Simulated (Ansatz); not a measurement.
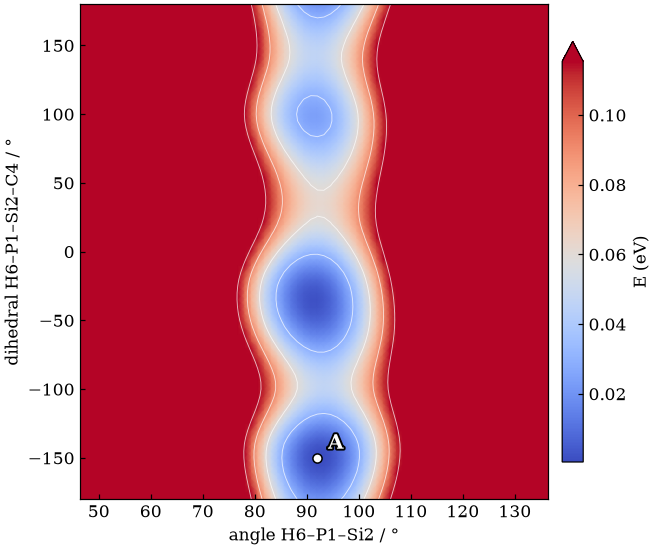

CH₃ClNPSi, SMILES P[Si]1(Cl)C=N1. Coordinates scanned: (1) angle H6–P1–Si2; (2) dihedral H6–P1–Si2–C4. Nothing is relaxed (all other coordinates rigid). Grid: 9 × 9 points. Points are written as (first, second). All energies are given in eV relative to the relaxed molecule at the same level. Method: RKS r2SCAN-D4/def2-SVP in Ansatz.

Drawn: a smooth colour map with a few white contour lines, one colour for all values above the top of the scale, the point A. Between grid points the surface is interpolated.

Q: What is the easiest way out of the well at A, and how high is the barrier?

A: The easiest path leads from the well at about (92°, −150°) to the well at (91.4°, 100°), about 0.024 eV higher (on a rigid scan; wells that are mirror images or exchange like atoms can differ by this much). Its highest point lies about 0.046 eV above the bottom of the first well on the interpolated surface, at (91.4°, 140°). Seen from the upper well the barrier is about 0.022 eV. The start is the relaxed structure and all else is held, so a fully relaxed path at this level can only be lower.

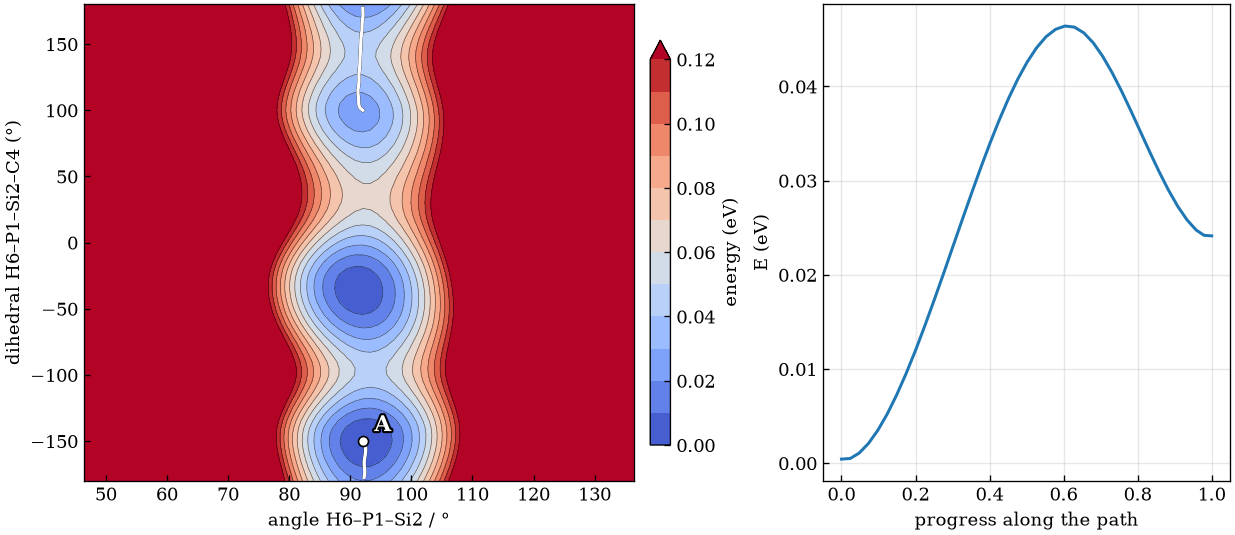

The picture shows filled contours, a line along the lowest path, one colour for all values above the top of the scale, the energy along the path at the right. Between grid points the surface is interpolated.
